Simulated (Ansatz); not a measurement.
The starting structures come from a database of crystals and need not be the phases stable at ambient conditions.

 Where the default PAW files enter, the runs use the earlier of Ansatz's two default sets.

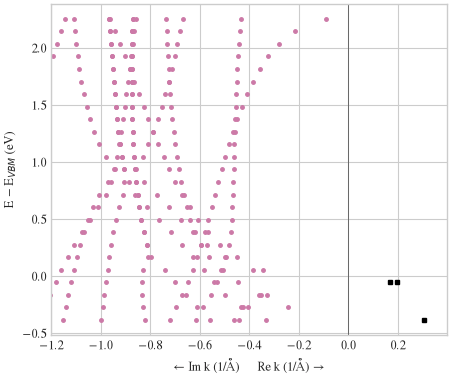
Fig. 1. Complex bands at the centre of the two-dimensional zone; r2SCAN in Ansatz (a program for electronic structure)

The gap is the functional's own. No spin-orbit coupling. Mid-gap values are interpolated on the energy grid.

### Question
This is Cs$_{2}$PdCl$_{4}$ (P4/mmm, not sure to be the ambient phase, 7 atoms a cell, 37.6 Å³ an atom) along the normal of (100). Read off the slowest decay at the centre of the two-dimensional zone at 1.04 eV, the computed energy nearest the middle of the gap.

### Answer
κ ≈ 0.46 1/Å, a decay length 1/(2κ) of the density of 1.1 Å.
